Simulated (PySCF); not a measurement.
# [PO3]− (metaphosphate (po31-) (8ci,9ci)) at CCSD(T)/6-31+G(d) (spherical functions)

Aim: the vertical ionisation energy of [PO3]− (metaphosphate (po31-) (8ci,9ci)) at CCSD(T)/6-31+G* (spherical functions), from 2 runs. 

Program for the calculation: PySCF 2.14.0.

1 further run of the same task is left out (it didn't finish).

### Step 1. The molecule

The species is [PO3]− (4 atoms), meant as a singlet with charge -1. As SMILES, `O=P(=O)[O-]`. Geometry: relaxed at GFN2-xTB.

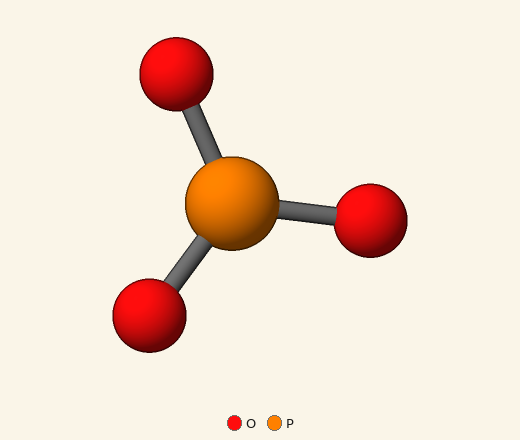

Viewed from a chosen angle; oxygen red, phosphorus orange.

### Step 2. The energy at CCSD(T)/6-31+G(d) (spherical functions)

Input file run.py:

```python
from pyscf import gto, scf, cc

molecule = gto.Mole()
molecule.atom = '''
O      1.095966    -0.792627    -2.451731
P      0.000624     0.000869    -0.000246
O     -1.997478     1.961120     0.071847
O      0.900908    -1.169344     2.380129
'''
molecule.verbose = 3
molecule.spin = 0
molecule.basis = '6-31+g*'
molecule.unit = 'bohr'
molecule.max_memory = 1860
molecule.charge = -1
molecule.build()

mf = scf.RHF(molecule)
mf.conv_tol = 1e-10
mf.kernel()
if not mf.converged:
    mf = mf.newton().run(mf.mo_coeff, mf.mo_occ)

mycc = cc.CCSD(mf, frozen=8)
mycc.kernel()
e_t = mycc.ccsd_t()
etot = mycc.e_tot + e_t
print(f'total energy: {etot:.8f} hartree')
```

Started as:

```
OMP_NUM_THREADS=1 python run.py
```

Output:

```text
converged SCF energy = -565.428009676654
E(CCSD) = -566.089690444914  E_corr = -0.6616807682598502
CCSD(T) correction = -0.0212543196080387
total energy: -566.11094476 hartree
```

It took 17 s on 1 thread of Arm Neoverse V1, shared host; peak memory 0.29 GiB.

### Step 3. Doublet neutral PO3, same level

Input file calc.py:

```python
from pyscf import gto, scf, cc

mol = gto.M(
    atom='''
O      0.579960    -0.419440    -1.297400
P      0.000330     0.000460    -0.000130
O     -1.057020     1.037780     0.038020
O      0.476740    -0.618790     1.259510
''',
    max_memory=1860,
    spin=1,
    basis='6-31+g*',
    verbose=3,
)

hf = scf.UHF(mol)
hf.conv_tol = 1e-10
hf.kernel()
if not hf.converged:
    hf = hf.newton().run(hf.mo_coeff, hf.mo_occ)

mycc = cc.CCSD(hf, frozen=8)
mycc.kernel()
e_t = mycc.ccsd_t()
e_tot = mycc.e_tot + e_t
print('E(%s) = %.9f' % ('CCSD(T)', e_tot))
```

Started as:

```
OMP_NUM_THREADS=1 python calc.py
```

Output:

```text
converged SCF energy = -565.245475631264  <S^2> = 0.84525802  2S+1 = 2.0930915
E(UCCSD) = -565.9095634271199  E_corr = -0.6640877958556781
UCCSD(T) correction = -0.027893290615548
E(CCSD(T)) = -565.937456718
```

It took 94 s on 1 thread of Arm Neoverse V1, shared host; peak memory 0.98 GiB.

### Step 4. Results

Level: CCSD(T)/6-31+G* (spherical functions), 8 core orbitals frozen.

```
                                                                       quantity          value
                                                   singlet [PO3]−: total energy  -566.11094 Eh
                            singlet [PO3]−: HOMO energy (Hartree–Fock orbitals)       -6.68 eV
                            singlet [PO3]−: LUMO energy (Hartree–Fock orbitals)        5.46 eV
          singlet [PO3]−: HOMO–LUMO gap (to an unbound level, set by the basis)       12.14 eV
                    singlet [PO3]−: correlation energy (8 core orbitals frozen)     -682.9 mEh
                                                 singlet [PO3]−: (T) correction     -21.25 mEh
                                                  singlet [PO3]−: T1 diagnostic          0.019
                                              doublet neutral PO3: total energy  -565.93746 Eh
                      doublet neutral PO3: dipole moment (Hartree–Fock density)         0.01 D
doublet neutral PO3: HOMO energy (Hartree–Fock orbitals) (highest over α and β)      -12.75 eV
 doublet neutral PO3: LUMO energy (Hartree–Fock orbitals) (lowest over α and β)       -3.36 eV
               doublet neutral PO3: correlation energy (8 core orbitals frozen)     -692.0 mEh
                                            doublet neutral PO3: (T) correction     -27.89 mEh
                         doublet neutral PO3: ⟨S²⟩ of the reference determinant          0.845
                                             doublet neutral PO3: T1 diagnostic          0.028
                            vertical detachment energy (to the doublet neutral)       4.721 eV
```

What this shows: Removing an electron at fixed nuclei costs 4.72 eV (109 kcal/mol). The triples (singlet [PO3]−) make up 3.1 % of the correlation energy. The triples (doublet neutral PO3) make up 4.0 % of the correlation energy.
